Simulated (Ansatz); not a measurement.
**C₄H₁₀Cl₂GaN: small, medium and large basis sets**

How large a basis does C₄H₁₀Cl₂GaN need? Two functionals are run in growing sets.

Method: one geometry, several basis sets; program: Ansatz 0.2.0, Gaussian basis.

The runs, in order: PBE0-D4/def2-SVP; ωB97M-V/def2-SVP; PBE0-D4/def2-QZVPP; ωB97M-V/def2-QZVPP; the functionals' def2-TZVPP values are taken from earlier runs.

## Step 1: The geometry

The geometry comes from an earlier relaxation with PBE0-D4 in a triple-zeta def2 set; it is a stationary point, not always the lowest conformer.

18 atoms, charge 0, spin multiplicity 1.

Atoms are counted from 1 here; the program's logs count them from 0.

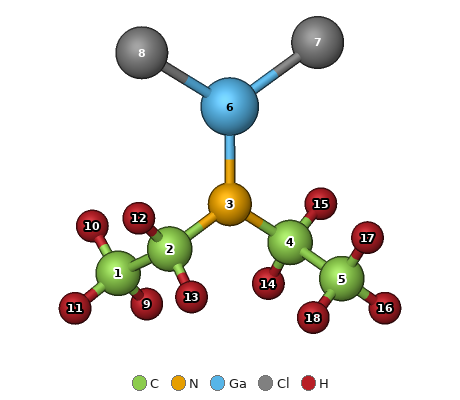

The geometry (carbon green, nitrogen amber, gallium blue, chlorine grey, hydrogen red); atoms are numbered from 1 in the order of the file.

## Step 2: PBE0-D4 in def2-SVP

in.yaml reads:

```yaml
crystal:
  periodic: [false, false, false]
  atoms:
    - {symbol: C, position_ang: [0.269025, -1.387548, -1.770385]}
    - {symbol: C, position_ang: [-0.140662, -0.016583, -1.256872]}
    - {symbol: N, position_ang: [0.388226, 0.291455, 0.059770]}
    - {symbol: C, position_ang: [-0.295113, -0.313235, 1.189138]}
    - {symbol: C, position_ang: [-1.586958, 0.393529, 1.566793]}
    - {symbol: Ga, position_ang: [1.811614, 1.366578, 0.279987]}
    - {symbol: Cl, position_ang: [2.589807, 1.751404, 2.223529]}
    - {symbol: Cl, position_ang: [2.751463, 2.280527, -1.397030]}
    - {symbol: H, position_ang: [-0.047013, -2.183405, -1.092364]}
    - {symbol: H, position_ang: [1.354532, -1.447239, -1.879129]}
    - {symbol: H, position_ang: [-0.183196, -1.582928, -2.746074]}
    - {symbol: H, position_ang: [0.199232, 0.746536, -1.962638]}
    - {symbol: H, position_ang: [-1.235109, 0.059420, -1.234838]}
    - {symbol: H, position_ang: [-0.500809, -1.367720, 0.966065]}
    - {symbol: H, position_ang: [0.377755, -0.314479, 2.051251]}
    - {symbol: H, position_ang: [-2.078294, -0.121694, 2.396126]}
    - {symbol: H, position_ang: [-1.384874, 1.421918, 1.875555]}
    - {symbol: H, position_ang: [-2.289636, 0.423445, 0.731124]}
basis:
  gaussian: {orbitals: def2-SVP}
hamiltonian: {xc: pbe0, dispersion: d4}
output: {orbitals: {seedname: orbitals}}
```

Started as:

```console
$ ansatz run in.yaml --threads 4 --pin off --events-out ev --progress --plain --max-ram 41984MiB --backend cpu
```

The program printed:

```text
Functional definition: PBE0
  name "PBE0"
  cite "Adamo & Barone, J. Chem. Phys. 110, 6158 (1999) doi:10.1063/1.478522"
  cite "Perdew, Burke & Ernzerhof, Phys. Rev. Lett. 77, 3865 (1996) doi:10.1103/PhysRevLett.77.3865"
  parent pbe
  parameter a = 0.25
  parameter kappa = 0.804
  parameter beta = 0.06672455060314922
  exchange = (1 - a)*pbe_x(kappa = kappa, mu = beta*pi^2/3) + a*exact_x
  correlation = pbe_c(beta = beta)
1881 factors; integrals over basis functions are off by at most 1.4e-3 eV
mean field evaluation 1: about -83176.4963 eV, gradient 6.7e1 eV
mean field evaluation 2: about -83153.5035 eV, gradient 1.2e2 eV
mean field evaluation 4: about -83187.1778 eV, gradient 5.2e0 eV
mean field evaluation 8: about -83187.5335 eV, gradient 9.6e-1 eV
mean field evaluation 16: about -83187.5362 eV, gradient 2.6e-4 eV
mean field -83187.53619591 eV, -3057.0855686625 hartree, gradient 6.5e-5 eV, S^2 0.000000; 0 other end points of the search recorded, 0 dependent functions left out
reference -83187.53622978 eV, -3057.0855699072 hartree; 53, 53 occupied and 135, 135 virtual orbitals, 1881 factors
Total energy: -83187.99956939 eV, -3057.1025973239 hartree
```

It took 3.3 s on 4 threads of AMD EPYC 7R13, shared host.

## Step 3: ωB97M-V in def2-SVP

Changes to in.yaml since step 2:

```diff
@@ -23,3 +23,3 @@
   gaussian: {orbitals: def2-SVP}
-hamiltonian: {xc: pbe0, dispersion: d4}
+hamiltonian: {xc: {name: wB97M-V}}
 output: {orbitals: {seedname: orbitals}}
```

Launched as before.

The program printed (excerpt; [...] marks lines left out):

```text
Functional definition: wB97M-V
  name "wB97M-V"
  cite "Mardirossian & Head-Gordon, J. Chem. Phys. 144, 214110 (2016) doi:10.1063/1.4952647"
  cite "Becke, J. Chem. Phys. 107, 8554 (1997) doi:10.1063/1.475007"
  cite "Vydrov & Van Voorhis, J. Chem. Phys. 133, 244103 (2010) doi:10.1063/1.3521275"
  # Of w^i u^j: cxij and so on, Table III.
[...]
  gx(w, u) = 1 - cx + cx01*u + cx10*w
  gss(w, u) = css00 + css04*u^4 + css10*w + css20*w^2 + css43*w^4*u^3
  gos(w, u) = cos00 + cos10*w + (cos20 + cos21*u)*w^2 + (cos60 + cos61*u)*w^6
[...]
      + integral(e_c_pw_mod_opposite_spin*gos(b97_w_opposite, b97_u_opposite)) + vv10(b, c)
1881 factors; integrals over basis functions are off by at most 1.4e-3 eV
493 factors; integrals over basis functions are off by at most 6.9e-6 eV
[...]
mean field -83202.49332728 eV, -3057.6352331019 hartree, gradient 6.3e-5 eV, S^2 0.000000; 0 other end points of the search recorded, 0 dependent functions left out
reference -83202.49338139 eV, -3057.6352350907 hartree; 53, 53 occupied and 135, 135 virtual orbitals, 1881 factors
Total energy: -83202.49338139 eV, -3057.6352350907 hartree
```

Run time: 11 s. Hardware: 4 threads of AMD EPYC 7R13, shared host.

## Step 4: PBE0-D4 in def2-QZVPP

Changes to in.yaml since step 3:

```diff
@@ -22,4 +22,4 @@
 basis:
-  gaussian: {orbitals: def2-SVP}
-hamiltonian: {xc: {name: wB97M-V}}
+  gaussian: {orbitals: "def2-QZVPP.json"}
+hamiltonian: {xc: pbe0, dispersion: d4}
 output: {orbitals: {seedname: orbitals}}
```

Started as:

```console
$ ansatz run in.yaml --threads 4 --pin off --events-out ev --progress --plain --max-ram 41984MiB --backend cuda --devices 0, --max-vram 37GiB
```

The program printed:

```text
Functional definition: PBE0
  name "PBE0"
  cite "Adamo & Barone, J. Chem. Phys. 110, 6158 (1999) doi:10.1063/1.478522"
  cite "Perdew, Burke & Ernzerhof, Phys. Rev. Lett. 77, 3865 (1996) doi:10.1103/PhysRevLett.77.3865"
  parent pbe
  parameter a = 0.25
  parameter kappa = 0.804
  parameter beta = 0.06672455060314922
  exchange = (1 - a)*pbe_x(kappa = kappa, mu = beta*pi^2/3) + a*exact_x
  correlation = pbe_c(beta = beta)
2807 factors; their error is unknown
mean field evaluation 1: about -83194.7700 eV, gradient 8.7e1 eV
mean field evaluation 2: about -83151.4309 eV, gradient 1.6e2 eV
mean field evaluation 4: about -83211.0343 eV, gradient 8.5e0 eV
mean field evaluation 8: about -83211.1865 eV, gradient 4.3e-1 eV
mean field evaluation 16: about -83211.3602 eV, gradient 1.0e-4 eV
mean field -83211.36024967 eV, -3057.9610864897 hartree, gradient 2.3e-5 eV, S^2 0.000000; 0 other end points of the search recorded, 0 dependent functions left out
reference -83211.36029875 eV, -3057.9610882934 hartree; 53, 53 occupied and 761, 761 virtual orbitals, 2807 factors
Total energy: -83211.82363837 eV, -3057.9781157101 hartree
```

Wall time 3.6 s (1 × H100 (card shared with other runs) with 4 threads of AMD EPYC 7R13, shared host); peak host memory 1.4 GiB.

## Step 5: ωB97M-V in def2-QZVPP

Changes to in.yaml since step 4:

```diff
@@ -23,3 +23,3 @@
   gaussian: {orbitals: "def2-QZVPP.json"}
-hamiltonian: {xc: pbe0, dispersion: d4}
+hamiltonian: {xc: {name: wB97M-V}}
 output: {orbitals: {seedname: orbitals}}
```

Same command.

The program printed (excerpt; [...] marks lines left out):

```text
Functional definition: wB97M-V
  name "wB97M-V"
  cite "Mardirossian & Head-Gordon, J. Chem. Phys. 144, 214110 (2016) doi:10.1063/1.4952647"
  cite "Becke, J. Chem. Phys. 107, 8554 (1997) doi:10.1063/1.475007"
  cite "Vydrov & Van Voorhis, J. Chem. Phys. 133, 244103 (2010) doi:10.1063/1.3521275"
  # Of w^i u^j: cxij and so on, Table III.
[...]
  gx(w, u) = 1 - cx + cx01*u + cx10*w
  gss(w, u) = css00 + css04*u^4 + css10*w + css20*w^2 + css43*w^4*u^3
  gos(w, u) = cos00 + cos10*w + (cos20 + cos21*u)*w^2 + (cos60 + cos61*u)*w^6
[...]
      + integral(e_c_pw_mod_opposite_spin*gos(b97_w_opposite, b97_u_opposite)) + vv10(b, c)
2770 factors; their error is unknown
613 factors; integrals over basis functions are off by at most 1.8e-5 eV
[...]
mean field -83226.44634518 eV, -3058.5154902740 hartree, gradient 1.5e-5 eV, S^2 0.000000; 0 other end points of the search recorded, 0 dependent functions left out
reference -83226.44642326 eV, -3058.5154931431 hartree; 53, 53 occupied and 761, 761 virtual orbitals, 2770 factors
Total energy: -83226.44642326 eV, -3058.5154931431 hartree
```

Run time: 6 s. Hardware: 1 × H100 (card shared with other runs) with 4 threads of AMD EPYC 7R13, shared host; peak host memory 1.5 GiB.

## Step 6: Functionals by basis

The def2-TZVPP values come from earlier runs at the same geometry.

| functional | basis | functions | energy (eV) | from the largest (eV) | HOMO (eV) | LUMO (eV) |
| --- | --- | --- | --- | --- | --- | --- |
| PBE0-D4 | def2-SVP | 188 | -83187.9996 | 23.824 | -6.74 | -0.71 |
| PBE0-D4 | def2-TZVPP | 427 | -83209.5773 | 2.246 | -6.81 | -0.89 |
| PBE0-D4 | def2-QZVPP | 814 | -83211.8236 | 0.000 | -6.84 | -1.01 |
| ωB97M-V | def2-SVP | 188 | -83202.4934 | 23.953 | -8.99 | 1.26 |
| ωB97M-V | def2-TZVPP | 427 | -83224.2809 | 2.166 | -9.09 | 1.01 |
| ωB97M-V | def2-QZVPP | 814 | -83226.4464 | 0.000 | -9.12 | 0.70 |

## Step 7: Summary of results

| quantity | value |
| --- | --- |
| PBE0-D4: double and triple zeta above quadruple | 23.82, 2.25 eV |
| ωB97M-V: double and triple zeta above quadruple | 23.95, 2.17 eV |

**Reading.** For PBE0-D4 the step from double to triple zeta gains 21.58 eV and the next only 2.25 eV. These are total energies; as a rule much of such shifts cancels in differences, which this series doesn't test. The LUMO of ωB97M-V is positive and keeps falling with the basis (1.26 to 0.70 eV): an unbound level that the basis holds in place.
